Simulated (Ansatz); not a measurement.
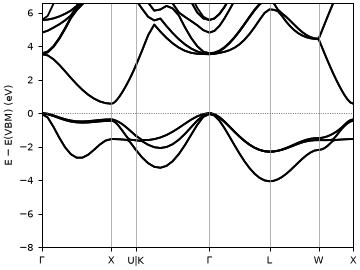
Band structure from plane-wave PAW r²SCAN with spin–orbit coupling (Ansatz code)

Q: Read off the gap and where the band edges lie.

A: About 0.6 eV (0.56 eV by a search for the band edges); maximum at Γ, minimum at X.

The material is YN (rock salt, Fm-3m).

The r²SCAN relaxation kept the symmetry of its start. No spin polarisation was allowed.

Potentials: the earlier of the program's two PAW sets.
